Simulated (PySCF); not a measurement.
**CH3Cl3Ge, SMILES `C[Ge](Cl)(Cl)Cl`: what the electrons do**

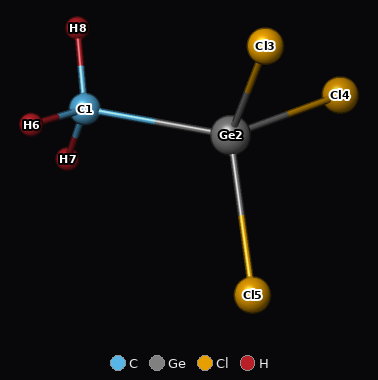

The molecule, with its atoms numbered as below. No frequency check shows the geometry to be a minimum.

Geometry (Å), atoms numbered from 1:

```
C1       0.0038    0.0000    2.2180
Ge2      0.0000   -0.0000    0.2158
Cl3     -0.1985    1.9780   -0.5479
Cl4     -1.6146   -1.1604   -0.5468
Cl5      1.8114   -0.8175   -0.5495
H6       0.7891    0.6533    2.5789
H7       0.1741   -1.0084    2.5794
H8      -0.9575    0.3551    2.5803
```

### 1. Bonding charge

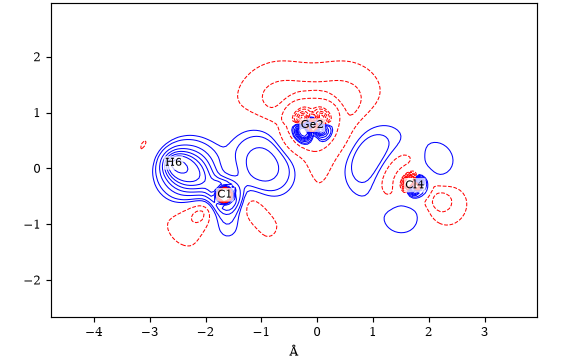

Deformation density (molecule less spherical, spin-averaged free atoms) in the plane of C1, Ge2, Cl4 and H6; contours at ±0.05 to ±0.8 e/Å³; solid blue lines: gain, dashed red lines: loss.

Level of theory: ωB97X/def2-TZVP (PySCF), at a geometry from GFN2-xTB.

> How much density has each bond in this plane gained at its critical point, relative to the free atoms?

C1–H6: +0.73 e/Å³ at the bond critical point (bond length 1.08 Å, Mayer order 0.9). C1–Ge2: +0.24 e/Å³ at the bond critical point (bond length 2.00 Å, Mayer order 0.9). Ge2–Cl4: +0.10 e/Å³ at the bond critical point (bond length 2.13 Å, Mayer order 1.1). In all, 1.8 electrons gather in the regions of gain relative to the promolecule. A small or negative value marks a very polar bond, one between electron-rich atoms, whose free-atom densities already overlap strongly, a long bond to a heavier atom, or a closed-shell contact such as a hydrogen bond.

### 2. Local ionisation energy

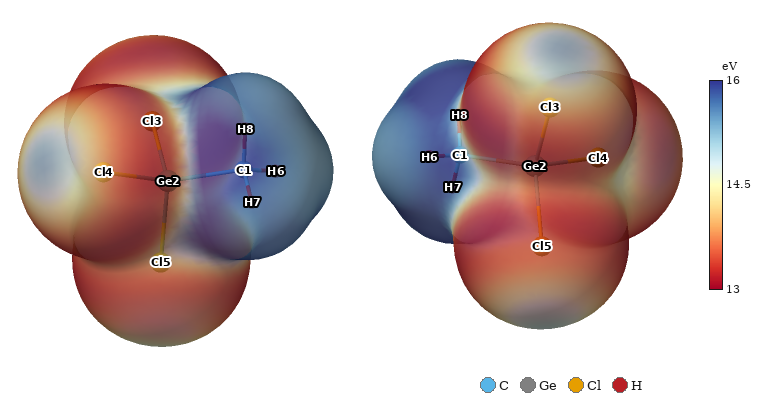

Average local ionisation energy on the surface of electron density 0.001 a.u. (back view left, front view right).

> Where are the most loosely bound electrons on this surface?

The lowest value is 13.1 eV, 2.1 Å from Cl5, and at like points elsewhere. Further minima include 13.2 eV, 2.1 Å from Cl3, and at like points elsewhere; 13.2 eV, 2.1 Å from Cl4. For comparison, the highest occupied orbital lies at −11.5 eV.

### 3. In an electric field

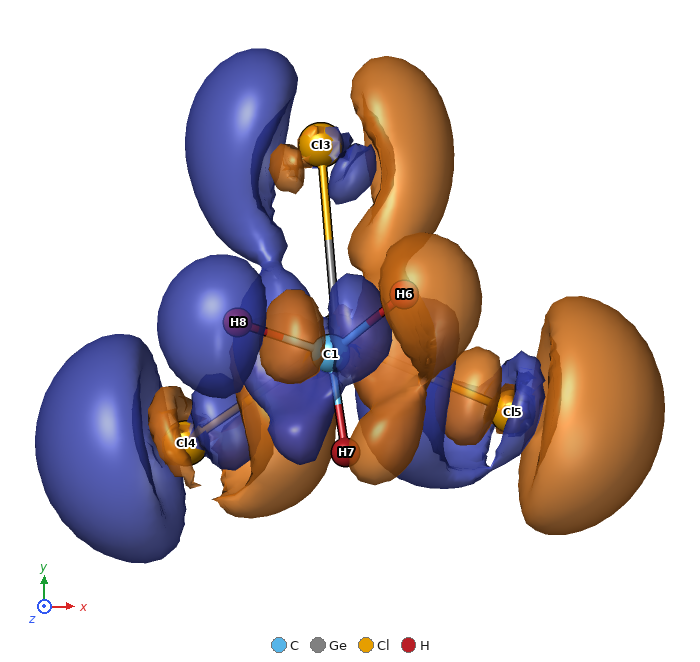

Change of the electron density in a uniform field of 0.21 V/Å, surfaces at ±0.0015 e/Å³ (orange: gain, blue: loss).

Level of theory: ωB97X/def2-TZVP (PySCF), at a geometry from GFN2-xTB. A basis without diffuse functions makes polarisabilities too small.

The field was applied in both directions; the picture shows the one opposite to the script's first.

> Along which Cartesian direction does the field point?

Along −x: electrons gather on the +x side, against the field.

> How large is the response?

The induced dipole is 0.77 D (along the field); α along this axis, from the fields in both directions, is 75 bohr³ (11.2 Å³).

### 4. Removing or adding an electron

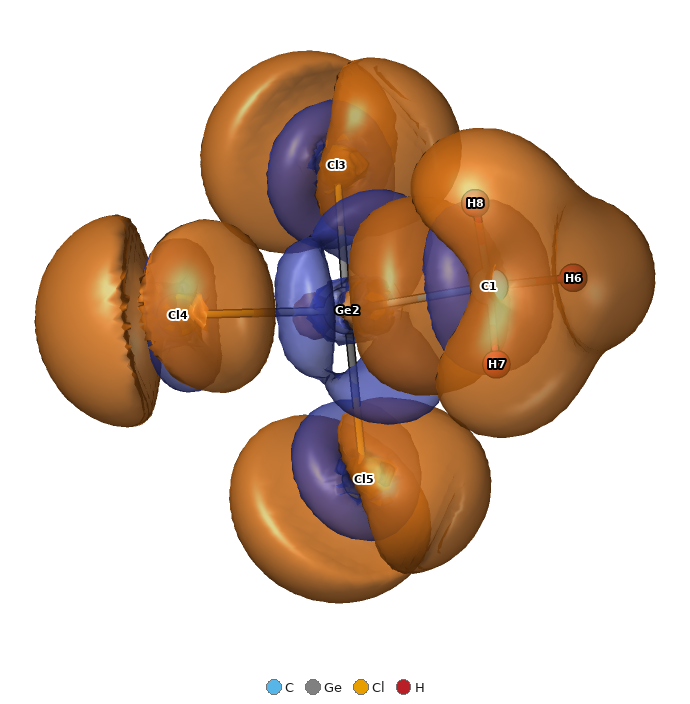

Fukui function f⁻ = ρ(N) − ρ(N−1) at fixed geometry, surfaces at ±0.01 e/Å³ (orange positive, blue negative).

PySCF calculation, ωB97X/def2-TZVP, gas phase; geometry: GFN2-xTB.

> Which atoms respond most to the removal of an electron?

f⁻ (Hirshfeld-condensed) is largest on Cl3, Cl4 and Cl5 (0.20 each) and C1 (0.15); the vertical ionisation energy is 11.43 eV (the stability of the cation's solution wasn't checked). Condensed values hint at sites of electrophilic attack but needn't mark the atom that reacts. Orbital relaxation makes it negative in places (0.19 e in all).

| atom | f⁻ | charge |
| --- | --- | --- |
| C1 | +0.15 | −0.20 |
| Ge2 | +0.08 | +0.44 |
| Cl3 | +0.20 | −0.14 |
| Cl4 | +0.20 | −0.14 |
| Cl5 | +0.20 | −0.14 |
| H6 | +0.06 | +0.06 |
| H7 | +0.06 | +0.06 |
| H8 | +0.06 | +0.06 |
